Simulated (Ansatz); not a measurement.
**ClFH₄O₄W: inputs that go wrong**

Aim: try 4 inputs for ClFH₄O₄W as typed, read how each ends, and find what has to change.

The runs use Ansatz 0.2.0, Gaussian basis; the settings change from run to run.

## 1. The molecule

The structure was relaxed beforehand with PBE0-D4 in a triple-zeta def2 set. W takes a core potential in def2 sets; no spin-orbit term is included.

SMILES `[OH][W]([OH])([OH])([OH])([F])[Cl]`, 11 atoms, charge 0, spin multiplicity 1.

Atoms are counted from 1 here; the program's logs count them from 0.

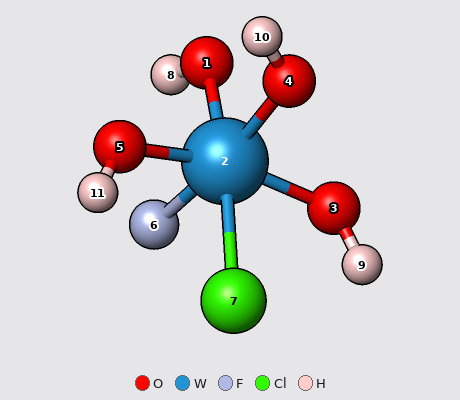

The geometry (oxygen red, tungsten blue, fluorine light blue, chlorine green, hydrogen pink); atoms are numbered from 1 in the order of the file.

## 2. Try 1

The input, in.yaml:

```yaml
crystal:
  periodic: [false, false, false]
  atoms:
    - {symbol: O, position_ang: [0.229921, -1.913966, 0.039903]}
    - {symbol: W, position_ang: [-0.010925, -0.100174, 0.110265]}
    - {symbol: O, position_ang: [0.878279, 0.332724, 1.641528]}
    - {symbol: O, position_ang: [1.555840, 0.156605, -0.827888]}
    - {symbol: O, position_ang: [-1.040895, 0.112854, -1.468609]}
    - {symbol: F, position_ang: [-1.534323, -0.594645, 1.026808]}
    - {symbol: Cl, position_ang: [-0.588874, 2.275111, 0.399833]}
    - {symbol: H, position_ang: [-0.437287, -2.476999, 0.395264]}
    - {symbol: H, position_ang: [0.873122, 1.135028, 2.166277]}
    - {symbol: H, position_ang: [1.624063, -0.014506, -1.773209]}
    - {symbol: H, position_ang: [-1.508298, 0.983447, -1.661347]}
basis:
  gaussian: {orbitals: ANO-RCC-VTZP, fitting: {mean_field: cc-pVTZ-jkfit}}
magnetization: {spin_polarized: true, initial_magnetization: 2}
hamiltonian: {xc: {name: HF}, pseudopotentials: {relativity: scalar}}
accuracy: high
```

On the command line:

```console
ansatz run in.yaml --threads 2 --pin off --events-out ev --progress --plain --max-ram 32768MiB --backend cuda --devices 0, --max-vram 18GiB
```

Standard output:

```text
Functional definition: HF
  name "HF"
  cite "Fock, Z. Phys. 61, 126 (1930) doi:10.1007/BF01340294"
  parent pbe
  exchange = exact_x
  correlation = 0
Error: <dir> the basis set cc-pVTZ-JKFIT has no functions for W
```

Wall time 6 s (1 × H100 (card shared with other runs) with 2 threads of AMD EPYC 7R13, shared host); peak host memory 0.73 GiB.

**Diagnosis.** The program refused the input. The fitting set named has no entry for an element of this molecule. Cure: leave the fitting key out, or name a set that covers all elements and suits the basis. The input also asks for charge 0 and multiplicity 3, not those of the species named; set them back first. Its coordinates are also moved off the relaxed structure.

## 3. Try 2

The input, in.yaml:

```yaml
crystal:
  periodic: [false, false, false]
  atoms:
    - {symbol: O, position_ang: [0.033805, -2.256397, 0.005145]}
    - {symbol: W, position_ang: [0.028816, 0.196944, 0.217036]}
    - {symbol: O, position_ang: [1.073871, 0.377821, 1.643298]}
    - {symbol: O, position_ang: [1.398335, 0.236533, -0.684575]}
    - {symbol: O, position_ang: [-0.984635, 0.051461, -1.459679]}
    - {symbol: F, position_ang: [-1.683307, -0.431254, 0.879915]}
    - {symbol: Cl, position_ang: [-0.559470, 2.252751, 0.282648]}
    - {symbol: H, position_ang: [-0.378734, -2.461627, 0.493019]}
    - {symbol: H, position_ang: [0.523593, 1.271718, 2.201755]}
    - {symbol: H, position_ang: [1.719039, 0.038350, -1.988424]}
    - {symbol: H, position_ang: [-1.736882, 0.905807, -1.664357]}
basis:
  gaussian: {orbitals: def2-TZVPP, fitting: {mean_field: cc-pVTZ-jkfit}}
total_charge: 3
magnetization: {spin_polarized: true, initial_magnetization: 1}
hamiltonian: {xc: {name: PBE0}, dispersion: d4}
output: {forces: true}
```

The command is unchanged.

Standard output:

```text
Functional definition: PBE0
  name "PBE0"
  cite "Adamo & Barone, J. Chem. Phys. 110, 6158 (1999) doi:10.1063/1.478522"
  cite "Perdew, Burke & Ernzerhof, Phys. Rev. Lett. 77, 3865 (1996) doi:10.1103/PhysRevLett.77.3865"
  parent pbe
  parameter a = 0.25
  parameter kappa = 0.804
  parameter beta = 0.06672455060314922
  exchange = (1 - a)*pbe_x(kappa = kappa, mu = beta*pi^2/3) + a*exact_x
  correlation = pbe_c(beta = beta)
Error: <dir> the basis set cc-pVTZ-JKFIT has no functions for W
```

It took 7.5 s on 1 × H100 (card shared with other runs) with 2 threads of AMD EPYC 7R13, shared host; peak host memory 0.73 GiB.

Diagnosis: The program refused the input. The fitting set named has no entry for an element of this molecule. Cure: leave the fitting key out, or name a set that covers all elements and suits the basis. The input also asks for charge 3 and multiplicity 2, not those of the species named; set them back first. Its coordinates are also moved off the relaxed structure.

## 4. Try 3

The input, in.yaml:

```yaml
crystal:
  periodic: [false, false, false]
  atoms:
    - {symbol: O, position_ang: [0.886381, -3.080748, 0.396770]}
    - {symbol: W, position_ang: [-0.160491, -0.295004, 0.296961]}
    - {symbol: O, position_ang: [2.041470, 0.878289, 3.339840]}
    - {symbol: O, position_ang: [2.881308, 0.174336, -2.065924]}
    - {symbol: O, position_ang: [-1.966748, 0.264427, -2.201528]}
    - {symbol: F, position_ang: [-3.073774, -0.518635, 1.992876]}
    - {symbol: Cl, position_ang: [-1.257440, 4.042843, 0.058435]}
    - {symbol: H, position_ang: [-0.966300, -4.678127, 1.278784]}
    - {symbol: H, position_ang: [1.354898, 2.350904, 4.336122]}
    - {symbol: H, position_ang: [2.873521, -0.000201, -3.815640]}
    - {symbol: H, position_ang: [-2.537033, 1.642670, -3.259920]}
basis:
  gaussian: {orbitals: x2c-TZVPPall, final_grid: {core_spheres: 5, valence_spheres: 4, degree: 11}, point_charges: [{charge: 0.50, position_ang: [5.191, 0.811, 0.033]}]}
magnetization: {spin_polarized: true, initial_magnetization: 0}
hamiltonian: {xc: {name: PBE0-DH}}
accuracy: high
```

Launched as before.

Standard output:

```text
Functional definition: PBE0-DH
  name "PBE0-DH"
  cite "Brémond & Adamo, J. Chem. Phys. 135, 024106 (2011) doi:10.1063/1.3604569"
  cite "Perdew, Burke & Ernzerhof, Phys. Rev. Lett. 77, 3865 (1996) doi:10.1103/PhysRevLett.77.3865"
  parameter a = 1/2
  parameter c = 1/8
  exchange = (1 - a)*pbe_x + a*exact_x
  correlation = (1 - c)*pbe_c + c*(mp2_os + mp2_ss)
5182 factors; integrals over basis functions are off by at most 1.3e-6 eV
mean field evaluation 1: about -462672.3429 eV, gradient 1.2e2 eV
mean field evaluation 2: about -462672.3834 eV, gradient 1.2e2 eV
mean field evaluation 4: about -461709.4226 eV, gradient 3.7e2 eV
mean field evaluation 8: about -462782.5233 eV, gradient 2.8e1 eV
mean field evaluation 16: about -462804.6972 eV, gradient 6.2e0 eV
mean field evaluation 32: about -462806.1235 eV, gradient 1.2e-1 eV
mean field evaluation 64: about -462776.4012 eV, gradient 4.5e1 eV
mean field evaluation 96: about -462744.7264 eV, gradient 6.6e1 eV
mean field evaluation 128: about -462789.1094 eV, gradient 2.8e1 eV
mean field evaluation 160: about -462772.1283 eV, gradient 5.0e1 eV
mean field evaluation 192: about -462785.9771 eV, gradient 4.6e1 eV
mean field evaluation 224: about -462777.4139 eV, gradient 4.5e1 eV
mean field evaluation 256: about -462804.7158 eV, gradient 7.8e0 eV
mean field evaluation 288: about -462805.6563 eV, gradient 1.3e-3 eV
Error: SIGTERM received: run cancelled behind 300 evaluations of the mean field
```

Run time: 91 s. Hardware: 1 × H100 (card shared with other runs) with 2 threads of AMD EPYC 7R13, shared host.

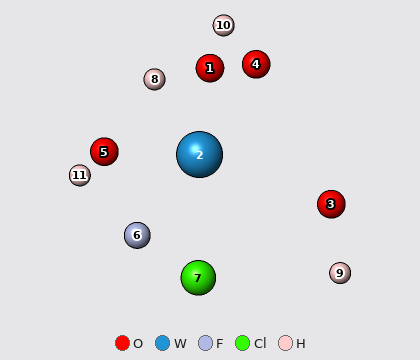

The geometry of this input.

Diagnosis: Time ran out. The coordinates are in bohr but typed as ångström. The shortest distance is 1.76 Å (O4–H10), against 0.96 Å in the relaxed molecule. To mend it, take the coordinates from the file in ångström, and remove the point charge.

## 5. Try 4

The input, in.yaml:

```yaml
crystal:
  periodic: [false, false, false]
  atoms:
    - {symbol: O, position_ang: [0.161717, -1.154861, 0.018575]}
    - {symbol: W, position_ang: [-0.009042, -0.035556, 0.075625]}
    - {symbol: O, position_ang: [0.598082, 0.186646, 1.022653]}
    - {symbol: O, position_ang: [0.947865, 0.096821, -0.505589]}
    - {symbol: O, position_ang: [-0.596582, 0.103331, -0.882947]}
    - {symbol: F, position_ang: [-0.962789, -0.338861, 0.698591]}
    - {symbol: Cl, position_ang: [-0.458183, 1.580463, 0.261199]}
    - {symbol: H, position_ang: [-0.273497, -1.486662, 0.290143]}
    - {symbol: H, position_ang: [0.510564, 0.809902, 1.513024]}
    - {symbol: H, position_ang: [1.010630, 0.008111, -1.073568]}
    - {symbol: H, position_ang: [-1.033282, 0.683636, -1.177805]}
basis:
  gaussian: {orbitals: def2-TZVP}
magnetization: {spin_polarized: true, initial_magnetization: 2}
hamiltonian: {xc: {name: wB97X-V}}
scf: {lower_state_search: off}
```

On the command line:

```console
ansatz run in.yaml --threads 2 --pin off --events-out ev --progress --plain --max-ram 32768MiB --backend cpu
```

Standard output, cut to the lines that bear on the results:

```text
Functional definition: wB97X-V
  name "wB97X-V"
  cite "Mardirossian & Head-Gordon, Phys. Chem. Chem. Phys. 16, 9904 (2014) doi:10.1039/C3CP54374A"
  cite "Becke, J. Chem. Phys. 107, 8554 (1997) doi:10.1063/1.475007"
  cite "Vydrov & Van Voorhis, J. Chem. Phys. 133, 244103 (2010) doi:10.1063/1.3521275"
[...]
      + integral(e_c_pw_opposite_spin*poly(b97_u_opposite, cos0, cos1)) + vv10(b, c)
[...]
1579 factors; their error is unknown
331 factors; integrals over basis functions are off by at most 2.6e-6 eV
[...]
mean field -25083.08666898 eV, -921.7864331583 hartree, gradient 9.2e-6 eV, S^2 2.004486; 0 other end points of the search recorded, 0 dependent functions left out
reference -25083.08667179 eV, -921.7864332613 hartree; 39, 37 occupied and 217, 219 virtual orbitals, 1579 factors
Total energy: -25083.08667179 eV, -921.7864332613 hartree
Checks for a lower state left out: stability, starts, cluster_reference, orbital_swaps, neighbouring_geometries, increment
```

Run time: 39 s. Hardware: 2 threads of AMD EPYC 7R13, shared host; peak memory 1.2 GiB.

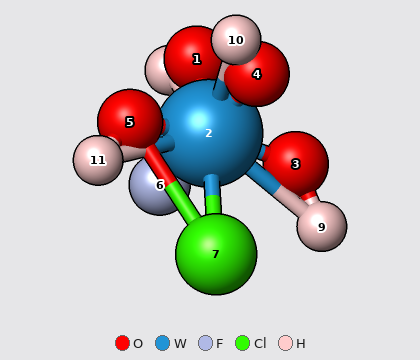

The geometry of this input.

**Diagnosis.** The run converged, but a converged run isn't a right one. The geometry is squeezed well below its size. The shortest distance is 0.58 Å (O4–H10), against 0.96 Å in the relaxed molecule. It also asks for charge 0 and multiplicity 3, another species or state than the molecule above. Its energy is no property of the relaxed molecule. Cure: use the relaxed coordinates, and set charge and spin to those of the species named.

## 6. How the tries ended

```
try                 level      ended                                                               cause   time
  1       HF/ANO-RCC-VTZP    refused  the fitting set named has no entry for an element of this molecule    6 s
  2       PBE0/def2-TZVPP    refused  the fitting set named has no entry for an element of this molecule  7.5 s
  3  PBE0-DH/x2c-TZVPPall    timeout                   the coordinates are in bohr but typed as ångström   91 s
  4     wB97X-V/def2-TZVP  converged                        the geometry is squeezed well below its size   39 s
```

**Reading.** 2 refused, 1 timeout, 1 converged. The dangerous case is the input that converges on a wrong geometry, charge, spin, basis or grid: often only a look at the input shows it.
